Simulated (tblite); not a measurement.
## Frequency calculation, with input and output: C₆H₈N

C₆H₈N, multiplicity 2, computed with GFN2-xTB harmonic vibrations, gas phase (tblite 0.8.0).

It belongs to a series of runs on one base structure; here: H removed from sp3 C.

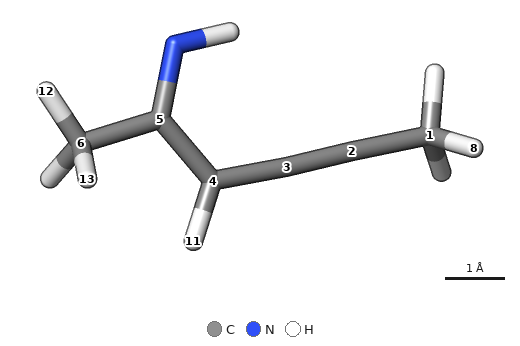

The structure as given in the input (stick view, seen at a tilt; atoms are numbered from 1 in the order of the input).

## Summary

| quantity | value |
| --- | --- |
| outcome | converged |
| total energy | −536.4740 eV |
| zero-point energy | 74.2250 kcal/mol |
| hardware | 1 CPU thread, shared host |
| peak memory | 0.24 GiB |

## The input
```
{"job": {"kind": "ir", "xc": "GFN2-xTB", "basis": "xTB"}, "charge": 0, "multiplicity": 2}
C      3.385685    -0.171426    -0.427713
C      1.953899    -0.266499    -0.544802
C      0.748477    -0.371219    -0.670278
C     -0.619589    -0.445533    -0.762407
C     -1.493703     0.287991     0.094979
C     -2.967045     0.102970    -0.129427
N     -1.132856     1.084143     1.036499
H      3.781057    -1.074081     0.041721
H      3.659531     0.689013     0.182994
H      3.838560    -0.069397    -1.414958
H     -1.043855    -1.089653    -1.520070
H     -3.515999     0.730626     0.565511
H     -3.243635    -0.938085     0.030157
H     -3.232763     0.374344    -1.149939
H     -0.122179     1.164796     1.140165
```

The first line tells a small driver script what to run in tblite; the rest is the geometry in Å.

Launched with:
```bash
OMP_NUM_THREADS=1 python <driver script> task.json out
```

## Log
```
mode    cm-1     km/mol
  1     -29.7      0.11
  2      74.9      0.42
  3      86.1      2.12
  4     116.4      0.15
  5     224.9      3.40
  6     247.1      2.22
  7     314.2      0.42
  8     360.5      0.13
  9     381.0      5.44
 10     438.4      0.34
 11     555.1     10.75
 12     627.1      6.58
 13     790.3     77.10
 14     827.2      4.18
 15     933.8     15.24
 16     998.8     15.82
 17    1007.9      5.66
 18    1026.1     13.16
 19    1031.7      2.75
 20    1130.7     28.57
 21    1193.3     16.62
 22    1308.6     54.10
 23    1368.8     34.54
 24    1387.2      5.63
 25    1403.0     96.57
 26    1440.6      7.40
 27    1441.6      9.40
 28    1464.0     10.98
 29    1473.9      8.39
 30    1561.5     68.17
 31    2253.7    108.60
 32    2978.0     15.17
 33    2991.0     20.21
 34    3003.5     19.19
 35    3012.4     26.91
 36    3020.4     17.41
 37    3052.4     29.19
 38    3070.9     13.33
 39    3323.9     25.77
```

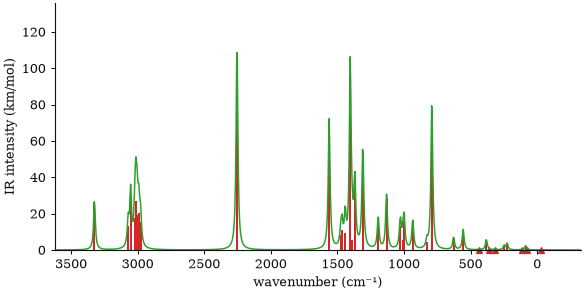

Harmonic infrared spectrum, unscaled: sticks (degenerate modes added up, dark ones marked on the axis) with a Lorentzian envelope of 16 cm⁻¹ full width, scaled to the tallest stick; imaginary modes are drawn at negative wavenumbers. 39 modes from 30i to 3324 cm⁻¹, 1 imaginary beyond 8i (30i cm⁻¹): not a clean minimum; so soft a mode can be a shallow saddle, an incomplete relaxation or noise of the force constants. The strongest line is at 2254 cm⁻¹ (109 km/mol).
